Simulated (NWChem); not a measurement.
# SiNH4O (SMILES N[SiH]O): UB3LYP/def2-SVPD

Aim: the vertical ionisation energy of SiNH4O at UB3LYP/def2-SVPD, from 2 runs. 

The calculation is run with NWChem 7.3.0.

## Step 1: The molecule

SiNH4O: 7 atoms, total charge 0, spin state doublet. SMILES: `N[SiH]O`. The coordinates come from a PBE0-D4/def2-TZVP relaxation. This is one conformer, not always the lowest.

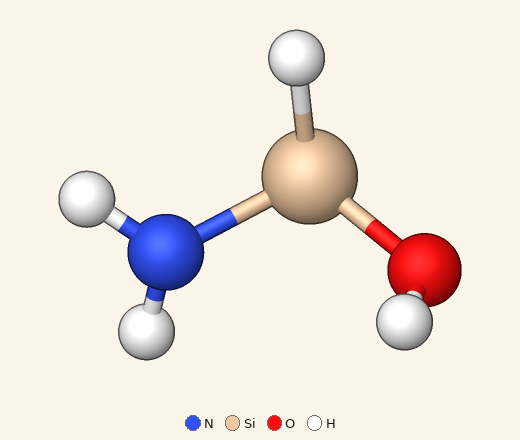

Viewed from a chosen angle; nitrogen blue, silicon light orange, oxygen red, hydrogen white.

## Step 2: The energy at UB3LYP/def2-SVPD

Contents of struct.nw:

```
start struct
title "H4NOSi B3LYP"
memory total 2200 mb

geometry units angstrom noautosym nocenter noautoz
N    -0.694900    0.548300   -0.575200
Si    0.293100    0.159000    0.781300
O     1.622900   -0.672400    0.270300
H    -0.355900    1.168100   -1.294800
H    -1.685800    0.673200   -0.432900
H    -0.599100   -0.661900    1.664700
H     1.480900   -1.282400   -0.459000
end

basis spherical bse
* library def2-SVPD
end

dft
xc b3lyp
mult 2
grid fine
convergence energy 1e-08
maxiter 100
mulliken
noprint "final vectors analysis"
end

task dft energy
```

Run with:

```bash
nwchem struct.nw > struct.out
```

Standard output:

```text
[...]
          Wavefunction type:  spin polarized.
          No. of atoms     :     7
          No. of electrons :    33
[...]
          Charge           :     0
          Spin multiplicity:     2
[...]
          AO basis - number of functions:    99
[...]
              XC Information
              --------------
                         B3LYP Method XC Potential
                     Hartree-Fock (Exact) Exchange  0.200
                        Slater Exchange Functional  0.800 local
                    Becke 1988 Exchange Functional  0.720 non-local
              Lee-Yang-Parr Correlation Functional  0.810
                  VWN I RPA Correlation Functional  0.190 local
[...]
 d= 0,ls=0.0,diis     1   -421.6653814346 -5.33D+02  9.64D-03  1.52D-01     2.5
[...]
 d= 0,ls=0.0,diis    10   -421.7358811409 -6.55D-09  1.69D-06  4.78D-09    21.3
[...]
         Total DFT energy =     -421.735881140858
      One electron energy =     -801.998601395838
           Coulomb energy =      307.187305268158
    Exchange-Corr. energy =      -37.958261848977
 Nuclear repulsion energy =      111.033676835799
[...]
      Total Density - Mulliken Population Analysis
     ---------------------------------------------
    Atom       Charge   Shell Charges
 -----------   ------   -------------------------------------------------------
    1 N    7     7.00   1.99  1.01  0.33 -0.01  2.49  1.22  0.01 -0.03
    2 Si  14    13.50   2.00  1.98  1.09 -0.01  0.11  5.92  1.19  0.77  0.34  0.11
    3 O    8     8.58   1.99  1.08  0.62  0.12  2.90  1.69  0.17  0.01 -0.00
    4 H    1     1.05   0.75  0.21  0.05  0.04
    5 H    1     1.07   0.75  0.24  0.05  0.04
    6 H    1     0.97   0.75  0.19  0.01  0.02
    7 H    1     0.84   0.70  0.05  0.07  0.03
[...]
      <S2> =      0.7519 (Exact =     0.7500)
[...]
```

It took 22 s on 1 thread of AMD EPYC 7B13 (Zen 3), shared host; peak memory 0.11 GiB.

## Step 3: The singlet cation

Contents of h4nosi.nw:

```
start h4nosi
memory 2200 mb
charge 1

geometry units angstroms noautosym nocenter noautoz
 N    -0.694900    0.548300   -0.575200
 Si    0.293100    0.159000    0.781300
 O     1.622900   -0.672400    0.270300
 H    -0.355900    1.168100   -1.294800
 H    -1.685800    0.673200   -0.432900
 H    -0.599100   -0.661900    1.664700
 H     1.480900   -1.282400   -0.459000
end

basis "ao basis" spherical bse
 N library def2-SVPD
 Si library def2-SVPD
 O library def2-SVPD
 H library def2-SVPD
end

dft
 xc b3lyp
 grid fine
 convergence energy 1e-08
 iterations 100
 mulliken
 noprint "final vectors analysis"
end

task dft energy
```

Run with:

```bash
nwchem h4nosi.nw > h4nosi.out
```

Standard output:

```text
[...]
          Wavefunction type:  closed shell.
          No. of atoms     :     7
          No. of electrons :    32
[...]
          Charge           :     1
          Spin multiplicity:     1
[...]
          AO basis - number of functions:    99
[...]
              XC Information
              --------------
                         B3LYP Method XC Potential
                     Hartree-Fock (Exact) Exchange  0.200
                        Slater Exchange Functional  0.800 local
                    Becke 1988 Exchange Functional  0.720 non-local
              Lee-Yang-Parr Correlation Functional  0.810
                  VWN I RPA Correlation Functional  0.190 local
[...]
 d= 0,ls=0.0,diis     1   -421.2320658256 -5.32D+02  2.96D-02  2.19D+00     1.9
[...]
 d= 0,ls=0.0,diis    11   -421.4489235369 -6.12D-09  9.73D-07  1.16D-08    16.3
         Total DFT energy =     -421.448923536948
      One electron energy =     -793.458447093769
           Coulomb energy =      298.607079827159
    Exchange-Corr. energy =      -37.631233106136
 Nuclear repulsion energy =      111.033676835799
[...]
      Total Density - Mulliken Population Analysis
     ---------------------------------------------
    Atom       Charge   Shell Charges
 -----------   ------   -------------------------------------------------------
    1 N    7     6.91   1.99  1.03  0.34 -0.06  2.45  1.18  0.01 -0.02
    2 Si  14    13.00   2.00  1.98  1.14 -0.13  0.04  5.92  1.12  0.54  0.32  0.07
    3 O    8     8.52   1.99  1.08  0.62  0.14  2.90  1.65  0.13  0.01  0.00
    4 H    1     0.96   0.72  0.18  0.04  0.02
    5 H    1     0.98   0.72  0.20  0.05  0.01
    6 H    1     0.85   0.69  0.15  0.01 -0.00
    7 H    1     0.77   0.67  0.02  0.07  0.02
[...]
```

Run time: 17 s. Hardware: 1 thread of AMD EPYC 7B13 (Zen 3), shared host; peak memory 0.11 GiB.

## Step 4: Summary of results

At UB3LYP/def2-SVPD:

```
                                          quantity          value
                      doublet SiNH4O: total energy  -421.73588 Eh
                     doublet SiNH4O: dipole moment         2.33 D
                              doublet SiNH4O: ⟨S²⟩          0.752
                      singlet cation: total energy  -421.44892 Eh
vertical ionisation energy (to the singlet cation)       7.809 eV
```

The vertical ionisation energy comes to 7.81 eV (753 kJ/mol). Only the singlet of the ionised species was computed; a triplet could lie lower. Mulliken charges (doublet SiNH4O) run from -0.58 on O3 to +0.50 on Si2; in a basis this large or diffuse they mean little.
